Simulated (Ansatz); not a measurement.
# How methods differ on HI (hydrogen iodide)

The species is HI (2 atoms), meant as a singlet with charge 0. SMILES: `I`. Geometry: optimised at B3LYP/def2-SVP.

```jsonl
{"atom": "I", "x (Å)": "-0.6902", "y (Å)": "0.2481", "z (Å)": "-0.3494"}
{"atom": "H", "x (Å)": "0.6902", "y (Å)": "-0.2481", "z (Å)": "0.3494"}
```

Each level gives the adiabatic ionisation energy (to the doublet cation, shapes relaxed at B3LYP/def2-SVP, no zero-point term) (eV). The values are calculated.

```tsv
level	kind	program	value (eV)
BLYP/def2-TZVPP (core potential)	GGA	Ansatz	10.41
PBE/def2-TZVPP (core potential)	GGA	Ansatz	10.51
r2SCAN/def2-TZVPP (core potential)	meta-GGA	Ansatz	10.56
B3LYP/def2-TZVPP (core potential)	global hybrid	Ansatz	10.61
PBE0-D4/def2-TZVPP (core potential)	global hybrid	Ansatz	10.56
CAM-B3LYP/def2-TZVPP (core potential)	range-separated hybrid	Ansatz	10.62
wB97M-V/def2-TZVPP (core potential)	range-separated hybrid	Ansatz	10.51
MP2/def2-TZVPP (core potential)	perturbation theory	Ansatz	10.58
```

Spin-orbit coupling, which can split open shells on such heavy atoms by tenths of an eV, is left out. The values span 10.41 to 10.62 eV. In the correlated wave-function rows the outer d shell of I is correlated, in sets not made for it.

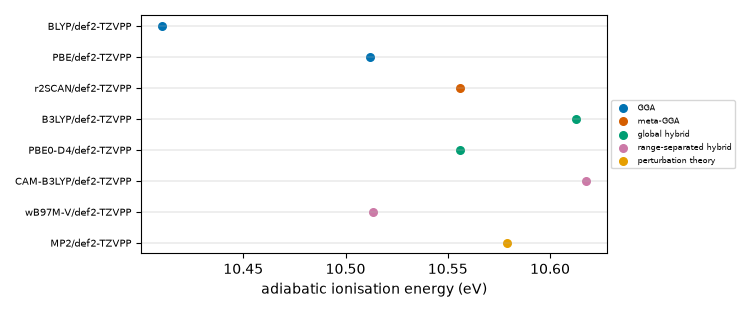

The values of the table, level by level.
